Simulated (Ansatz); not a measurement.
## ZrC (Fm-3m): the Drude term of Re ε in the infrared

Re ε of ZrC (Fm-3m) at low photon energies is read from one computed spectrum; the carriers' damping was typed as γ = 0.1 eV.

The structure is cubic, space group Fm-3m (No. 225). Conventional cell: a = 4.730 Å, b = 4.730 Å, c = 4.730 Å, α = 90.00°, β = 90.00°, γ = 90.00°. Zr on site b has 6 C at 2.37 Å as nearest neighbours. C on site a is surrounded by 6 Zr at 2.37 Å.

Method: Ansatz 0.2.0, PBE, independent particles, k-mesh 14×14×14 with interpolation inside its cells, Gaussian parameter 0.2 eV.

Launch of the response step: `ansatz run input.yaml --threads 2 --pin off --max-ram 5120MiB --backend cpu --events-out ev --progress --plain --runs-dir out`. The run took 36 s, on 2 threads of Arm Neoverse V2, with other jobs on the host.

```tsv
photon energy E (eV)	wavelength (µm)	Re ε
0.25	4.96	-102.9
0.30	4.13	-66.5
0.35	3.54	-44.2
0.40	3.10	-29.9
0.50	2.48	?
0.60	2.07	-5.6
0.70	1.77	-1.9
```

A Drude term over a constant background gives Re ε = ε_b − ωp²/(E² + γ²), linear in 1/(E² + γ²).

Working, on the rows shown:

| x = 1/(E² + γ²) (eV⁻²) | y = Re ε |
| --- | --- |
| 13.7931 | -102.9 |
| 10 | -66.5 |
| 7.54717 | -44.2 |
| 5.88235 | -29.9 |
| 2.7027 | -5.6 |
| 2 | -1.9 |

Means: x̄ = 6.9876, ȳ = -41.833. Σ(x − x̄)(y − ȳ) = -858.8, Σ(x − x̄)² = 100.2. Slope = -858.8 / 100.2 = -8.575; intercept = ȳ − slope · x̄ = 18.082. The line misses the rows shown by at most 2.8.

What does the fit predict for the withheld row, and how well does it do?

At x = 3.8462 the line gives y = -14.897. The run gave -13.5, so the interpolation is off by 1.4, 1.4 % of the range in the table.

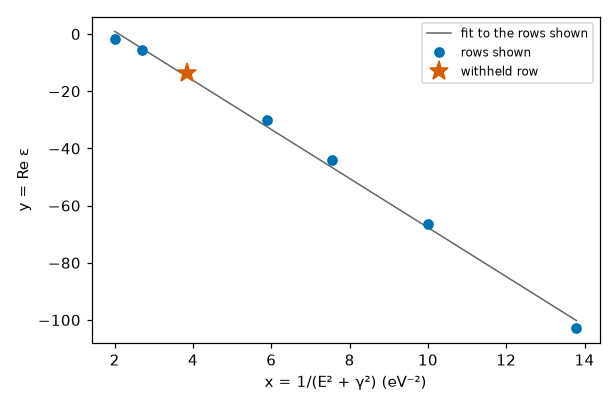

Refitted with all rows, the slope is -8.609 and the intercept 18.508. These give ωp = √(−slope) = 2.93 eV, against 3.38 eV from the program's Fermi-surface sum, and an intercept of 18.5. Taking the program's Drude term off the rows leaves 55 at the lowest energy and 21 at the highest, so the background isn't constant: interband transitions lie in or near the window, and neither fitted number can be trusted. The cell comes from an older database entry, whose edges can be off by a per cent or so. The values come from a sum over the points of one k-mesh and carry its error, which is largest for Fermi-surface quantities. Spin-orbit coupling is left out.

[Logs are printed without paths, hosts, clocks, repeated set-up lines and the standing remarks that a program may print on its own settings, such as how far it seeks lower states.]
